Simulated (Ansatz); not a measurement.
As: space group R-3m (No. 166), a = 3.805 Å, b = 3.805 Å, c = 11.298 Å, α = 90.00°, β = 90.00°, γ = 120.00°. Origin: the geometry relaxed at fixed volume with DFT PBE, spin-orbit coupling, plane waves, PAW in Ansatz 0.2.0. Forms under 0.4 % of the area are left out.

### Which faces does the BFDH rule predict for this crystal?

The forms computed, by share of the surface:

| form | faces | d (Å) | share of area (%) |
| --- | --- | --- | --- |
| {101} | 6 | 3.164 | 51.4 |
| {003} | 2 | 3.766 | 26.8 |
| {012} | 6 | 2.847 | 21.8 |

Widths along a, b and c stand as 1.00 : 1.00 : 0.70.

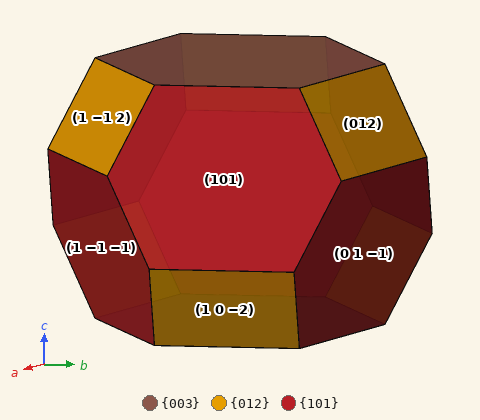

The computed shape, faces indexed. The rule is geometric and ignores bonding and growth conditions.
